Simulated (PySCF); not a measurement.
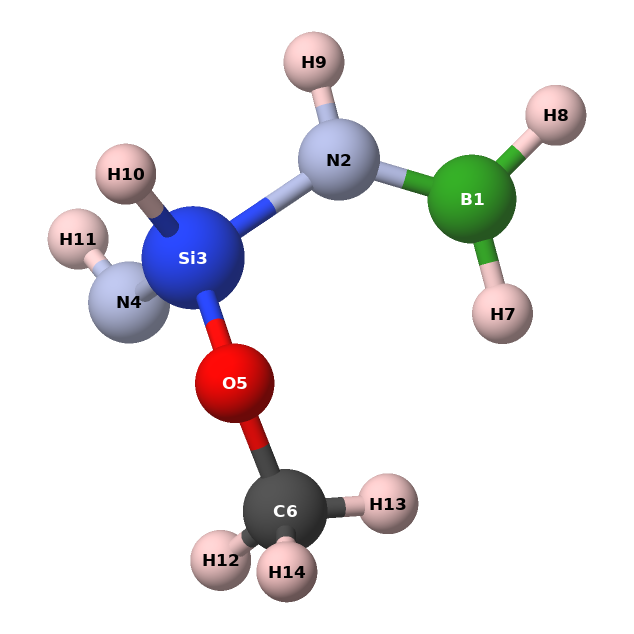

The species is neutral and a spin doublet. Computed geometry: GFN2-xTB optimisation. No frequency run is at hand to confirm it as a minimum. Properties computed with UKS B3LYP, pcH-1 on B C H N O Si, non-relativistic (PySCF 2.14.0).

Give the isotropic hyperfine couplings (Fermi-contact term alone) of B1, N2, Si3, N4, O5, C6, H7, H8, H9, H10, H11, H12, H13, H14.

```csv
atom,isotope,a_iso (MHz)
B1,11B,−1.7
N2,14N,15.6
Si3,29Si,39.6
N4,14N,28.4
O5,17O,0.5
C6,13C,−0.5
H7,1H,2.1
H8,1H,12.2
H9,1H,−3.5
H10,1H,11.8
H11,1H,−55.4
H12,1H,0.9
H13,1H,0.2
H14,1H,0.2
```

The geometry is semi-empirical. Around B, Si such bond lengths and angles can be off by a tenth of an ångström or more and by several degrees, and values that hang on the shape move with them.
